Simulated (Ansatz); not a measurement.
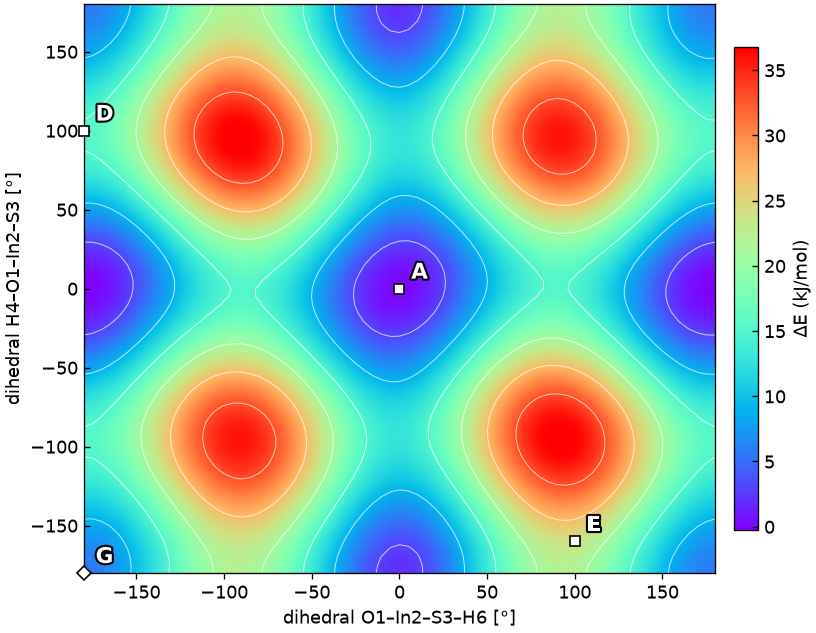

H3InOS, SMILES [OH][InH][SH]. The first coordinate is: dihedral O1–In2–S3–H6; the second: dihedral H4–O1–In2–S3. Nothing is relaxed (all other coordinates rigid). The grid has 18 × 18 points; 164 points were computed and 160 follow by symmetry. Points are written as (first, second). Energies: kJ/mol, counted from the relaxed molecule at the same level. All numbers below come from RKS CAM-B3LYP-D4/def2-SVP (Ansatz).

Drawn: a smooth colour map with a few white contour lines, lettered points. Between grid points the surface is interpolated.

### Rank the lettered points by energy, lowest first.

A (0.0 kJ/mol), G (5.6 kJ/mol), D (15.3 kJ/mol), E (23.8 kJ/mol).

### What kind of point is each of A, D, G: minimum, saddle, maximum or slope?

A: minimum; D: saddle point; G: minimum. (In these two coordinates alone; a stationary point may lie a little off the grid point.)
